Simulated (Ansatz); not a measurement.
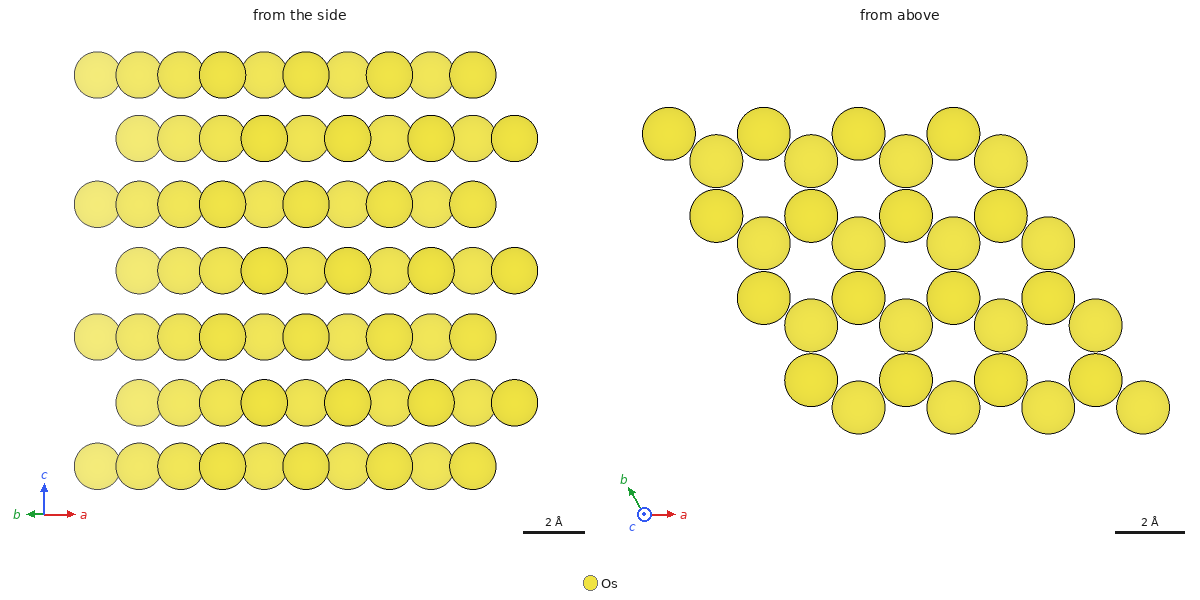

A spheres-only picture of a periodic slab, seen from the side and from above. The surface normal points up in side views; the vacuum is left out. 4×4 cells are drawn in the plane, with atoms at the edges repeated.

The cell holds 7 Os. The slab was cut from bulk Os (P6_3/mmc).

**What is the slab's thickness, atom centre to atom centre?**

About 13 Å from the lowest to the highest atom.

**Name the atomic layers in order from the top face down.**

Seven planes: Os / Os / Os / Os / Os / Os / Os.

**Which lattice plane is parallel to the surface?**

(0 0 1).

Results below were computed with DFT PBE, scalar-relativistic, plane waves, PAW (Ansatz); the settings were wavefunction cutoff 420 eV, k-grid 15×15×1, Gaussian smearing of 0.1 eV, no spin polarisation.

**Predict the work functions of both surfaces.**

5.33 eV on both faces.

The initial geometry was the standard structure of this element; a slab was cut from it. The atoms were relaxed in a fixed cell with Ansatz 0.2.0, DFT PBE, scalar-relativistic, plane waves, PAW.
